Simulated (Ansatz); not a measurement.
ScPb3Cl6

```
CELL_PARAMETERS angstrom
10.76411 0.00000 0.00000
0.00000 10.76411 0.00000
0.00000 0.00000 10.76411
ATOMIC_POSITIONS crystal
Pb 0.25000 0.25000 0.25000
Pb 0.75000 0.75000 0.25000
Pb 0.75000 0.25000 0.75000
Pb 0.25000 0.75000 0.75000
Pb 0.75000 0.25000 0.25000
Pb 0.25000 0.75000 0.25000
Pb 0.25000 0.25000 0.75000
Pb 0.75000 0.75000 0.75000
Pb 0.50000 0.00000 0.00000
Pb 0.00000 0.50000 0.00000
Pb 0.00000 0.00000 0.50000
Pb 0.50000 0.50000 0.50000
Cl 0.76709 0.00000 0.00000
Cl 0.26709 0.50000 0.00000
Cl 0.26709 0.00000 0.50000
Cl 0.76709 0.50000 0.50000
Cl 0.50000 0.26709 0.00000
Cl 0.00000 0.76709 0.00000
Cl 0.00000 0.26709 0.50000
Cl 0.50000 0.76709 0.50000
Cl 0.23291 0.00000 0.00000
Cl 0.73291 0.50000 0.00000
Cl 0.73291 0.00000 0.50000
Cl 0.23291 0.50000 0.50000
Cl 0.00000 0.23291 0.00000
Cl 0.50000 0.73291 0.00000
Cl 0.50000 0.23291 0.50000
Cl 0.00000 0.73291 0.50000
Cl 0.50000 0.00000 0.26709
Cl 0.00000 0.50000 0.26709
Cl 0.00000 0.00000 0.76709
Cl 0.50000 0.50000 0.76709
Cl 0.00000 0.00000 0.23291
Cl 0.50000 0.50000 0.23291
Cl 0.50000 0.00000 0.73291
Cl 0.00000 0.50000 0.73291
Sc 0.00000 0.00000 0.00000
Sc 0.50000 0.50000 0.00000
Sc 0.50000 0.00000 0.50000
Sc 0.00000 0.50000 0.50000
```

Space group Fm-3m; built by placing these elements on a known structure type; computed without spin polarisation.

Theory: Ansatz, DFT, PAW plane waves, PBE.

Question: What can the converged valence pseudo-density and electron localisation function tell about the bonding?

Answer: Sc–Cl (2.51 Å): ρ at the midpoint is about 0.35 e/Å³; the ELF peaks at about 0.85 in the valence shell of Cl, 0.8 Å from its nucleus, and is about 0.35 at the midpoint.
Pb–Cl (2.87 Å): ρ is about 0.22 e/Å³ halfway; the ELF peaks at about 0.85 in the valence shell of Cl, 0.8 Å from its nucleus, and drops to about 0.15 between the two atoms.
Bader's partition of the density gives Pb +0.68 to +1.28, Cl −0.75 and Sc +1.86 e.

Question: How much charge does the calculation move between the atoms?

Answer: Electrons move from Pb and Sc towards Cl. Bader charges: Pb +0.68 to +1.28, Cl −0.75 and Sc +1.86 e.

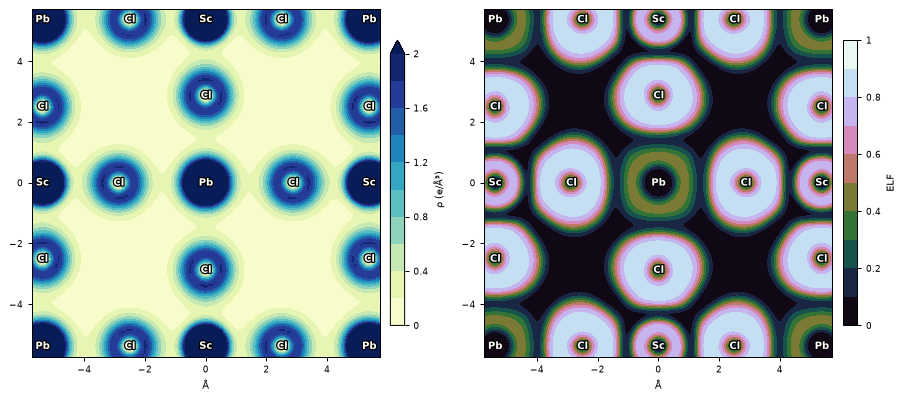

Computed valence pseudo-density and electron localisation function on the (100) plane of the conventional cell, in this order. 

The density is the valence pseudo-density of a PAW calculation; it isn't the true density close to the nuclei.
